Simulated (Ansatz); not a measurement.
# CsGeBr3 (Pm-3m): following an unstable mode

Aim: this structure of CsGeBr3 (Pm-3m) is to be tested for unstable modes, and one is followed downhill.

Program: Ansatz 0.2.0. Level of theory: DFT PBEsol, scalar-relativistic, plane waves, PAW; PAW set soft_1. Results are calculated unless marked as measured.

In doubt: the program warns that the response may not be converged on this k-mesh (step 2), which bears on the force constants and all frequencies.

## Step 1: Set-up

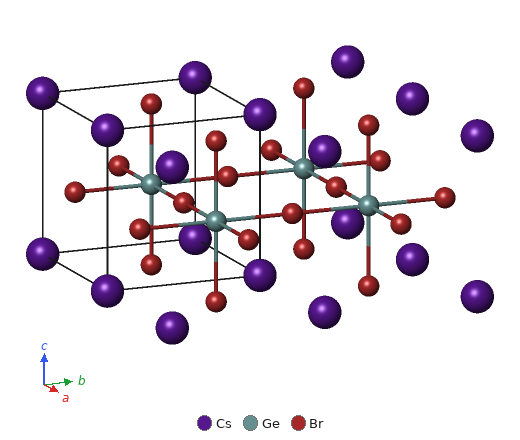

The cell as given, slightly off an axis (caesium purple, germanium teal, bromine red). 2×2×1 cells are drawn. Some periodic images of atoms are drawn too.

## Step 2: Zone-centre response

The cell comes from relaxations at this level that are not shown. The zone centre is the only wavevector solved here; it holds the modes that light can see, as far as symmetry allows. The response to a homogeneous field gives the Born charges and the dielectric tensor.

input.yaml

```yaml
crystal:
  lattice:
    - [5.4702110526, 0.0, 0.0]
    - [0.0, 5.4702110526, 0.0]
    - [0.0, 0.0, 5.4702110526]
  atoms:
    - { symbol: Cs, position: [0.0, 0.0, 0.0] }
    - { symbol: Ge, position: [0.5, 0.5, 0.5] }
    - { symbol: Br, position: [0.5, 0.5, 0.0] }
    - { symbol: Br, position: [0.5, 0.0, 0.5] }
    - { symbol: Br, position: [0.0, 0.5, 0.5] }
kpoints:
  mp_grid: { grid: [12, 12, 12] }
hamiltonian:
  xc: pbesol
  pseudopotentials: { kind: paw, azcp: { folder: soft_1 }, xc_functional: pbe }
scf:
  occupations: { method: fixed }
output:
  eigenvalues: true
phonons:
  method: dfpt
  dielectric: true
  rigid_motions: translations
```

Launch:

```console
ansatz run input.yaml --threads 4 --pin off --max-ram 10240MiB --backend cpu --events-out ev --progress --plain --runs-dir out
```

Numbers of over 12 decimals in the logs are rounded to 6 here.

Output:

```text
Engine: ansatz 0.2.0, aarch64-unknown-linux-gnu
Pseudopotentials: kind: paw
Pseudopotential: Cs, paw, valence charge 9, recommended cutoff 420 eV (normal), soft_1/Cs.paw.azcp
Pseudopotential: Ge, paw, valence charge 14, recommended cutoff 420 eV (normal), soft_1/Ge.paw.azcp
Pseudopotential: Br, paw, valence charge 7, recommended cutoff 420 eV (normal), soft_1/Br.paw.azcp
Functional definition: PBEsol
  exchange = pbesol_x
  correlation = pbesol_c
Crystal: 5 atoms, lattice volume = 163.686 Å³
Basis set: ecut = 420 eV, 3191 PW (Γ), exchange–correlation on 80×80×80 points (8 copies of the dense FFT grid, shifted against one another)
Bands: 27, of which v1, the nominal top of the filled ones, is band 22 counted from 1 (21 counted from 0)
Symmetry: 48 space group operations
k-points: 518 of 1728 (irreducible under 2 space group operations, time reversal used)
Non-local potential: Cs, projectors of the file, l = 0: 3, l = 1: 2, l = 2: 2, l = 3: 2
Non-local potential: Ge, projectors of the file, l = 0: 2, l = 1: 2, l = 2: 3, l = 3: 1
Non-local potential: Br, projectors of the file, l = 0: 2, l = 1: 2, l = 2: 2
PAW form: soft (Blöchl's): semilocal exchange-correlation on the pseudo side does not see the compensation charge
PAW frozen core: Cs, regenerated for the run's functional, and the local potential with it (the file was generated under x = pbe(κ = 0.804, μ = 0.219515), c = pbe(β = 0.066725))
PAW frozen core: Ge, regenerated for the run's functional, and the local potential with it (the file was generated under x = pbe(κ = 0.804, μ = 0.219515), c = pbe(β = 0.066725))
PAW frozen core: Br, regenerated for the run's functional, and the local potential with it (the file was generated under x = pbe(κ = 0.804, μ = 0.219515), c = pbe(β = 0.066725))
PAW one-centre angular grid: Cs, 194 points (default); XC on 64 Gauss nodes
PAW one-centre angular grid: Ge, 590 points (default); XC on 64 Gauss nodes
PAW one-centre angular grid: Br, 110 points (default); XC on 64 Gauss nodes
Initial density: superposition of atomic densities (chi_scale 0.1, normalization cell, long waves kept (reshape's long-wave potential 0.00 eV rms))
Initial wavefunctions: pseudopotential atomic-orbital guess
Functional: x = pbesol(κ = 0.804, μ = 0.123457), c = pbesol(β = 0.046)
SCF iter   1: F=—  HF=-18055.597730 eV  |F-HF|=—  |Δ(HF+E_count)|=         —  Δρ=2.62e-2  dr2=2.28e0  ethr=3.10e-3  ⟨swp⟩=5.0  Hψ=57116  notcnv=0  defer=1043
preconditioner: auto → Resta (q_TF=auto, 2.192 Å⁻¹)  ε∞=3.6  [insulator: Δε(μ)=0.119 eV  Ē_g=10.192 eV  n_scr=26 (ndim 8)  ℏωp=16.4 eV  f_vac=0.001  ε∞_Penn≈3.6]
SCF iter   2: F=—  HF=-18054.827830 eV  |F-HF|=—  |Δ(HF+E_count)|=   7.70e-1  Δρ=1.15e-2  dr2=6.31e-1  ethr=3.10e-3  ⟨swp⟩=3.4  Hψ=31662  notcnv=0  defer=1203
SCF iter   3: F=—  HF=-18054.524448 eV  |F-HF|=—  |Δ(HF+E_count)|=   3.03e-1  Δρ=3.30e-3  dr2=5.12e-2  ethr=1.43e-3  ⟨swp⟩=2.4  Hψ=25370  notcnv=0  defer=1438
SCF iter   4: F=—  HF=-18054.501848 eV  |F-HF|=—  |Δ(HF+E_count)|=   2.26e-2  Δρ=2.03e-3  dr2=7.28e-3  ethr=1.16e-4  ⟨swp⟩=2.4  Hψ=30787  notcnv=0  defer=1537
SCF iter   5: F=—  HF=-18054.498064 eV  |F-HF|=—  |Δ(HF+E_count)|=   3.78e-3  Δρ=6.48e-4  dr2=7.22e-4  ethr=1.65e-5  ⟨swp⟩=3.0  Hψ=27047  notcnv=0  defer=1550
SCF iter   6: F=—  HF=-18054.498469 eV  |F-HF|=—  |Δ(HF+E_count)|=   4.05e-4  Δρ=1.11e-4  dr2=1.69e-5  ethr=1.64e-6  ⟨swp⟩=2.1  Hψ=21281  notcnv=0  defer=1550
SCF iter   7: F=—  HF=-18054.498495 eV  |F-HF|=—  |Δ(HF+E_count)|=   2.67e-5  Δρ=1.23e-5  dr2=1.90e-7  ethr=3.84e-8  ⟨swp⟩=2.0  Hψ=22274  notcnv=0  defer=1441
SCF iter   8: F=—  HF=-18054.498495 eV  |F-HF|=—  |Δ(HF+E_count)|=   7.11e-8  Δρ=2.50e-6  dr2=1.13e-8  ethr=4.33e-10  ⟨swp⟩=2.0  Hψ=25326  notcnv=0  defer=1209
SCF iter   9: F=—  HF=-18054.498496 eV  |F-HF|=—  |Δ(HF+E_count)|=   2.18e-8  Δρ=4.61e-7  dr2=4.64e-10  ethr=2.57e-11  ⟨swp⟩=2.0  Hψ=24864  notcnv=0  defer=1209
SCF iter  10: F=-18054.498496 eV  HF=-18054.498496 eV  |F-HF|=9.46e-11  |Δ(HF+E_count)|=   1.14e-9  Δρ=1.16e-7  dr2=3.31e-11  ethr=1.00e-12  ⟨swp⟩=14.1  Hψ=97660  notcnv=0
SCF 1 converged in 10 iterations: F = -18054.498496 eV  dr2 = 3.31e-11
  greatest PAW one-centre occupation: 0.998 electrons in one spin orbital (limit 2), on the Ge atom at site 1 (counted from 0), in its partial waves of l = 2
DFPT response loops at Γ: preconditioner auto → Resta (q_TF=auto, 2.192 Å⁻¹)  ε∞=13.4 (no band partly filled); β = 1.00, the filter's whole step (`scf.mixing.beta` (0.50) is not read by the response loops at its default; to damp them type it under 1.00, their step now; it binds the ground state too); Broyden in place of MSR1
the response loops of the zone centre start from zero, take more passes and end by a threshold: the memory limit or budget leaves too little room for the subspace of the ground state's own states beside the solves, or none could be made (phonons.method)
── the response to a field inside a basis, on 14×14×14 k-points: an SCF that follows is theirs, and a resumed run solves both again ──
Bands: 23, of which v1, the nominal top of the filled ones, is band 22 counted from 1 (21 counted from 0)
k-points: 84
Initial density: handed on by an earlier stage of this run
Initial wavefunctions: pseudopotential atomic-orbital guess (no wavefunctions were taken with the density)
Eigensolver: Dense (84 Hₖ)
SCF iter   1: F=—  HF=-18054.483461 eV  |F-HF|=—  |Δ(HF+E_count)|=         —  Δρ=5.96e-5  dr2=2.63e-6  ethr=1.00e-1
preconditioner: auto → Resta (q_TF=auto, 2.192 Å⁻¹)  ε∞=4.6  [insulator: Δε(μ)=0.381 eV  Ē_g=8.676 eV  n_scr=26 (ndim 8)  ℏωp=16.4 eV  f_vac=0.022  ε∞_Penn≈4.6]
SCF iter   2: F=—  HF=-18054.483463 eV  |F-HF|=—  |Δ(HF+E_count)|=   1.88e-6  Δρ=3.86e-5  dr2=1.15e-6  ethr=5.97e-9
SCF iter   3: F=—  HF=-18054.483464 eV  |F-HF|=—  |Δ(HF+E_count)|=   1.11e-6  Δρ=1.06e-5  dr2=8.88e-8  ethr=2.61e-9
SCF iter   4: F=-18054.483464 eV  HF=-18054.483464 eV  |F-HF|=1.15e-8  |Δ(HF+E_count)|=   9.68e-8  Δρ=2.31e-6  dr2=8.35e-9  ethr=2.02e-10
SCF 1 converged in 4 iterations: F = -18054.483464 eV  dr2 = 8.35e-9
DFPT response loops at Γ: preconditioner auto → Resta (q_TF=auto, 2.192 Å⁻¹)  ε∞=12.5 (no band partly filled); β = 1.00, the filter's whole step (`scf.mixing.beta` (0.50) is not read by the response loops at its default; to damp them type it under 1.00, their step now; it binds the ground state too); Broyden in place of MSR1
WARN: field response: ε∞ stands inside a basis, on 14×14×14 points; the force constants stand on the 12×12×12 k-mesh, whose period is 8.41 times the interband length at k = (-0.5000, -0.5000, -0.5000), direct gap 0.335 eV, under 14: take them and everything formed from them as unconverged, and compare with a denser kpoints.mp_grid
SCF converged after 10 iterations
Free energy (F): -18054.498496 eV
Harris-Foulkes:  -18054.498496 eV  (|F-HF|=9.46e-11)
Internal energy: -18054.498496 eV  (E = F + TS)
E sigma→0 (E₀):  -18054.498496 eV
Fermi energy:    5.235493 eV
--- Per-component energies (eV) ---
  E_band       = -287.787287
  E_kinetic    = 629.792411
  E_local      = -3634.264501  (includes V_loc(G=0)·N_el)
  E_nonlocal   = 392.622913
  E_hartree    = 1577.795722
  E_xc         = -834.689782
  E_vxc        = -530.453096  (∫ρ·V_xc dr)
  E_paw        = -13748.245483  (= ΣΔE_a)
  E_vpaw       = -301.076456  (= ΣTr[D̂ρ^β])
  E_aug_tail   = 0.000007  (compensation charges beyond the density's cutoff)
  E_ewald      = -2438.848697
  E_core_change = 1.338914  (= ΣΔE_core)
  E_smearing   = -0.000000  (= −TS)
  E_closure    = 0.000000  (closes the sum)
  Σ components = -18054.498496   (vs F -18054.498496, Δ=0.00e0)
--- Band table (eV; the first three rows and the last of 518) ---
  k-point 0: bands = [... 18 lower, 2.3940, 2.6801, 2.6801, 2.6801, 7.9989, 8.6241, 8.6241, 9.2697, ... 1 higher]
  k-point 1: bands = [... 18 lower, 2.3781, 2.6608, 2.6620, 2.6620, 8.0953, 8.6835, 8.7001, 9.3001, ... 1 higher]
  k-point 2: bands = [... 18 lower, 2.3344, 2.6139, 2.6139, 2.6247, 8.3677, 8.8577, 8.9166, 9.3913, ... 1 higher]
  k-point 517: bands = [... 18 lower, 3.0985, 3.0985, 3.0985, 5.2355, 5.5704, 5.5704, 5.5704, 9.4831, ... 1 higher]
--- Phonons (Γ-DFPT): 4 representative perturbations + reference, on 518 of 1728 k-points (Σ response iterations 28) ---
  k mesh reduced under 2 symmetry operations, with k and −k counted as one. Each operation leaves every solved perturbation unchanged. A smaller set is not considered because the run solves the response to a homogeneous field
  ASR residual: 8.066e-5 → 0.000e0 eV/Å²; symmetrization residual: 4.012e-5 eV/Å²
  ASR residual per site (eV/Å²): 8.07e-5 2.69e-5 6.94e-5 6.94e-5 6.94e-5
  Γ frequencies (cm⁻¹): -61.23 -61.23 -61.23 0.00 0.00 0.00 41.51 41.51 41.51 51.64 51.64 51.64 75.85 75.85 75.85
  ε∞ (high-frequency dielectric tensor):
        8.955996     0.000000    -0.000000
        0.000000     8.955996     0.000000
       -0.000000     0.000000     8.955996
  softest optical mode at Γ: -61.23 cm⁻¹; the repairs (sum rule, projections) moved no ω² at Γ by more than (1.58 cm⁻¹)²
  Born effective charges Z* (e; rows j = field, columns β = displacement):
    site 0:
         1.34003   -0.00000   -0.00000
         0.00000    1.34003    0.00000
         0.00000    0.00000    1.34003
    site 1:
         5.61882    0.00000   -0.00000
         0.00000    5.61882    0.00000
        -0.00000    0.00000    5.61882
    site 2:
        -0.66978   -0.00000    0.00000
         0.00000   -0.66978    0.00000
         0.00000    0.00000   -5.61929
    site 3:
        -0.66978    0.00000    0.00000
        -0.00000   -5.61929    0.00000
         0.00000    0.00000   -0.66978
    site 4:
        -5.61929   -0.00000   -0.00000
         0.00000   -0.66978    0.00000
         0.00000    0.00000   -0.66978
  Z* charge neutrality: 2.062e-3 e pre-enforcement
  solved inside a basis spanned on kpoints, on 14×14×14 k-points transformed towards the longest dipole: ε∞ is read to err by 3.3e-2, Z* by 2.3e-2 e (field_mesh: kpoints solves on kpoints); Z* is corrected for what the basis lacks
  optical modes at Γ without the LO–TO term, one row a degenerate level:
      ω (cm⁻¹)  modes    IR ((D/Å)²/amu)
        -61.23      3            57.4711
         41.51      3             1.4051
         51.64      3             0.0000
         75.85      3             0.2730
  optical modes at Γ + LO–TO along q̂ = [1.0000, 0.0000, 0.0000]:
      ω (cm⁻¹)  modes    IR ((D/Å)²/amu)
        -61.23      2            38.3140
         39.51      1             0.0254
         41.51      2             0.9367
         51.64      3             0.0000
         75.44      1             0.0200
         75.85      2             0.1820
        158.62      1            19.6711
  optical modes at Γ + LO–TO along q̂ = [0.0000, 1.0000, 0.0000]:
      ω (cm⁻¹)  modes    IR ((D/Å)²/amu)
        -61.23      2            38.3140
         39.51      1             0.0254
         41.51      2             0.9367
         51.64      3             0.0000
         75.44      1             0.0200
         75.85      2             0.1820
        158.62      1            19.6711
  optical modes at Γ + LO–TO along q̂ = [0.0000, 0.0000, 1.0000]:
      ω (cm⁻¹)  modes    IR ((D/Å)²/amu)
        -61.23      2            38.3140
         39.51      1             0.0254
         41.51      2             0.9367
         51.64      3             0.0000
         75.44      1             0.0200
         75.85      2             0.1820
        158.62      1            19.6711
```

Run time: 9.4 min. Hardware: 4 threads of Arm Neoverse V2, shared host; peak memory 7.9 GiB; 37 min of CPU time.

Reading the cycles: dr2 is the Hartree energy of the density residual (eV), the measure of convergence; HF is the Harris–Foulkes estimate of the energy, which meets the free energy F at convergence.

This step gave:

- gap on the k-mesh: 0.3349 eV
- volume per atom: 32.74 Å³
- sum-rule residual before enforcement: 8.07e-5 eV/Å²
- miss of the charge sum rule: 0.002062 e
- estimated error of the dielectric tensor: 0.03285
- estimated error of the Born charges: 0.02312 e
- point group: m-3m
- highest optical mode at the zone centre (no LO-TO term): 75.85 cm⁻¹
- lowest optical zone-centre mode: -61.23 cm⁻¹
- mean high-frequency dielectric constant: 8.956
- largest Born charge (third of the trace): 5.619 e
- top of the zone-centre spectrum with the field: 158.6 cm⁻¹

Without the LO-TO term. Patterns of degenerate modes are one choice out of their space. Modes at Γ, with each element's share of the kinetic energy (negative means imaginary):

```tsv
mode	frequency (cm⁻¹)	symmetry	Cs %	Ge %	Br %
1	-61.2	T1u	0	63	37
2	-61.2	T1u	0	63	37
3	-61.2	T1u	0	63	37
4	0.0	acoustic	30	16	54
5	0.0	acoustic	30	16	54
6	0.0	acoustic	30	16	54
7	41.5	T1u	69	9	21
8	41.5	T1u	69	9	21
9	41.5	T1u	69	9	21
10	51.6	T2u	0	0	100
11	51.6	T2u	0	0	100
12	51.6	T2u	0	0	100
13	75.8	T1u	1	12	88
14	75.8	T1u	1	12	88
15	75.8	T1u	1	12	88
```

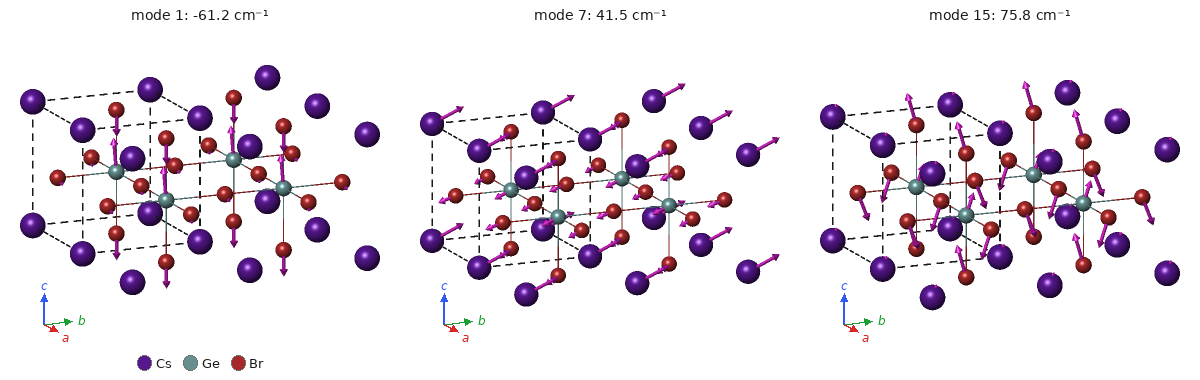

Displacement patterns of modes 1, 7 and 15 at Γ; arrows are exaggerated. 2×2×1 cells are drawn. Some periodic images of atoms are drawn too.

Before it was imposed, the acoustic sum rule was missed by 8.1e-5 eV/Å² and the charge sum rule by 0.0021 e. Small misses are needed for a sound result but don't prove that mesh and cutoff are converged. The lowest optical mode is imaginary, 61.2i cm⁻¹, so the energy falls along it.

The log warns of the k mesh: “the force constants stand on the 12×12×12 k-mesh, whose period is 8.41 times the interband length at k = (-0.5000, -0.5000, -0.5000), direct gap 0.335 eV, under 14: take them and everything formed from them as unconverged”.

## Step 3: The mode frozen in, largest atomic shift 0 Å

The mode followed lies at Γ with frequency 61.2i cm⁻¹ and is 3-fold degenerate, the softest among the wavevectors solved. At small amplitude the distorted cell has space group no. 160 by a symmetry search on the positions. The undistorted cell that holds it gives the zero of energy on the same k mesh.

input.yaml: that of step 2 with these lines changed.

```diff
@@ -17,8 +17,6 @@
 scf:
-  occupations: { method: fixed }
+  occupations: { method: gaussian, width: 0.02 }
 output:
+  forces: true
+  stress: true
   eigenvalues: true
-phonons:
-  method: dfpt
-  dielectric: true
-  rigid_motions: translations
```

Output:

```text
[...]
Crystal: 5 atoms, lattice volume = 163.686 Å³
Basis set: ecut = 420 eV, 3191 PW (Γ), exchange–correlation on 80×80×80 points (8 copies of the dense FFT grid, shifted against one another)
Bands: 27, of which v1, the nominal top of the filled ones, is band 22 counted from 1 (21 counted from 0)
Symmetry: 48 space group operations
[...]
k-points: 84 of 1728
[...]
k-point 0: bands = [... 18 lower, 2.3940, 2.6801, 2.6801, 2.6801, 7.9989, 8.6241, 8.6241, 9.2697, ... 1 higher]
  k-point 1: bands = [... 18 lower, 2.3781, 2.6607, 2.6620, 2.6620, 8.0953, 8.6834, 8.7000, 9.3001, ... 1 higher]
  k-point 2: bands = [... 18 lower, 2.3343, 2.6139, 2.6139, 2.6247, 8.3676, 8.8577, 8.9165, 9.3913, ... 1 higher]
  k-point 83: bands = [... 18 lower, 3.0985, 3.0985, 3.0985, 5.2355, 5.5703, 5.5703, 5.5703, 9.4831, ... 1 higher]
[key lines of the parts left out:]
SCF converged after 8 iterations
Free energy (F): -18054.498495 eV
Fermi energy:    5.402241 eV
P = ⅓ Tr σ = 0.0001 GPa (0.001 kbar)
```

Elapsed: 6.2 s, on 4 threads; peak memory 0.64 GiB; 24 s of CPU time.

This step gave:

```yaml
pressure: 6.64e-5 GPa
energy_from_the_undistorted_cell: 0 meV/atom
```

At this level the gap is 0.33 eV on the k-mesh of the self-consistent run, which can miss the band edges.

## Step 4: The mode frozen in, largest atomic shift 0.14 Å

The atoms are moved along the unstable eigenvector, the largest shift by 0.14 Å, with the cell fixed.

input.yaml, the sections that differ from step 3:

```yaml
crystal:
  lattice:
    - [5.4702110526, 0.0, 0.0]
    - [0.0, 5.4702110526, 0.0]
    - [0.0, 0.0, 5.4702110526]
  atoms:
    - { symbol: Cs, position: [4.11376e-05, -4.11376e-05, -4.11376e-05] }
    - { symbol: Ge, position: [0.5147762192, 0.4852237808, 0.4852237808] }
    - { symbol: Br, position: [0.4985420648, 0.5014579352, 0.0105836317] }
    - { symbol: Br, position: [0.4985420648, 0.0105836317, 0.5014579352] }
    - { symbol: Br, position: [-0.0105836317, 0.5014579352, 0.5014579352] }
# kpoints, hamiltonian, scf, output: as in step 3
```

Output:

```text
[...]
Crystal: 5 atoms, lattice volume = 163.686 Å³
Basis set: ecut = 420 eV, 3191 PW (Γ), exchange–correlation on 80×80×80 points (8 copies of the dense FFT grid, shifted against one another)
Bands: 27, of which v1, the nominal top of the filled ones, is band 22 counted from 1 (21 counted from 0)
Symmetry: 6 space group operations
[...]
P = ⅓ Tr σ = 0.4443 GPa (4.443 kbar)
--- Band table (eV; the first three rows and the last of 189) ---
  k-point 0: bands = [... 18 lower, 2.3801, 2.6512, 2.6512, 2.6912, 7.9807, 8.6056, 8.6056, 9.1112]
  k-point 1: bands = [... 18 lower, 2.3729, 2.6204, 2.6337, 2.6870, 8.0767, 8.6649, 8.6804, 9.1609]
  k-point 2: bands = [... 18 lower, 2.3429, 2.5614, 2.5869, 2.6703, 8.3480, 8.8391, 8.8943, 9.2511]
  k-point 188: bands = [... 18 lower, 3.0705, 3.0705, 3.0803, 5.3014, 5.7374, 5.8104, 5.8104, 9.4611]
[key lines of the parts left out:]
SCF converged after 8 iterations
Free energy (F): -18054.503252 eV
Fermi energy:    5.519388 eV
```

Wall time 22 s (4 threads); peak memory 0.9 GiB.

Numbers from this step:

| Property | Result |
| --- | --- |
| pressure | 0.4443 GPa |
| gap on the k-mesh | 0.4361 eV |
| energy from the undistorted cell | -0.951 meV/atom |

The energy, extrapolated to zero smearing, is -0.95 meV/atom against the undistorted cell.

The run ends at a pressure of 0.44 GPa, with forces up to 0.043 eV/Å.

## Step 5: Energy along the mode, all amplitudes (two of the runs are shown above)

An imaginary frequency means negative curvature, so the energy should fall and then rise again as anharmonic terms take over.

Numbers from this step:

| Item | Value |
| --- | --- |
| depth at the lowest point sampled | 0.951 meV/atom |
| largest atomic shift at that point | 0.14 Å |

Table of energy from the parent by largest atomic shift:

```tsv
largest atomic shift (Å)	energy from the parent (meV/atom)
0.0000	0
0.0400	-0.239
0.0800	-0.777
0.1400	-0.951
0.2200	4.57
```

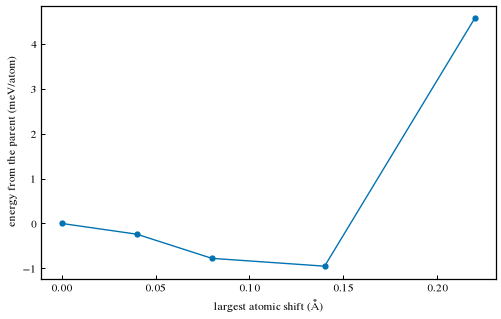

Energy from the parent against largest atomic shift.

Displacement at unit largest shift by atom:

```tsv
atom	x (Å)	y (Å)	z (Å)	size
Cs1	0.002	-0.002	-0.002	0.003
Ge2	0.577	-0.577	-0.577	0.999
Br3	-0.057	0.057	0.414	0.422
Br4	-0.057	0.414	0.057	0.422
Br5	-0.414	0.057	0.057	0.422
```

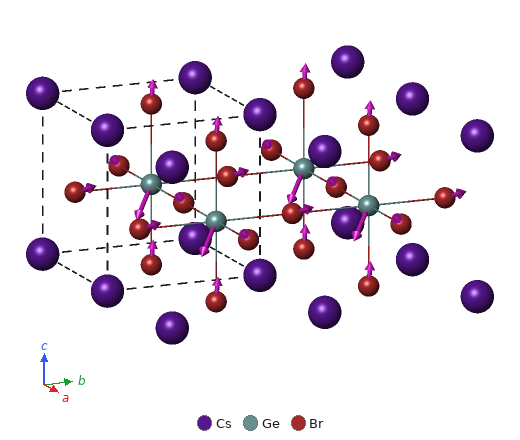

Displacement at unit largest shift as arrows, the longest 0.999 Å. 2×2×1 cells are drawn. Some periodic images of atoms are drawn too.

The lowest of the steps tried is at 0.14 Å, 0.951 meV/atom below the parent; the bottom of the well need not coincide with a step.

(Part 1 of 2 ends here.)

[Logs are printed without paths, hosts, clocks, repeated set-up lines and the standing remarks that a program may print on its own settings, such as how far it seeks lower states.]

[Hosts, paths, dates, database ids (printed as entryN), source tags and the programs' standing remarks are cut or masked in the printed files.]
